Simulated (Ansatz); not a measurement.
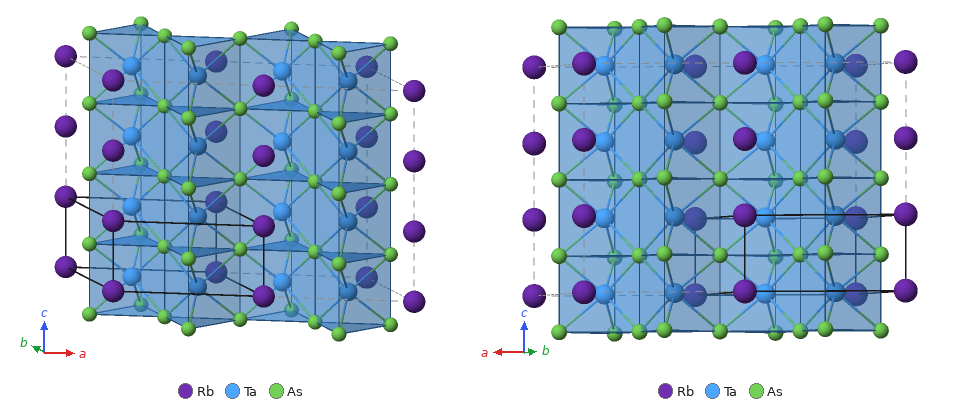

Polyhedra are drawn about Ta (bonds: As–Ta below 3 Å); other atoms are plain spheres. Two views of the same piece.

RbTa₂As₃ (space group P6/mmm, No. 191). Coordinates: the geometry relaxed with Ansatz, DFT PBE, scalar-relativistic, plane waves, PAW; the starting structure was generated, so it need not be a known form of this composition.

Q: What figure surrounds each Ta atom, and what does it share with the other drawn polyhedra?

A: Ta: TaAs6 trigonal prism, sharing faces with two neighbours, corners with six neighbours and edges with three neighbours.

Q: What is the connectivity of the polyhedra: isolated, groups, chains, layers or framework?

A: They form a three-dimensional framework of corner-, edge- and face-sharing trigonal prisms.
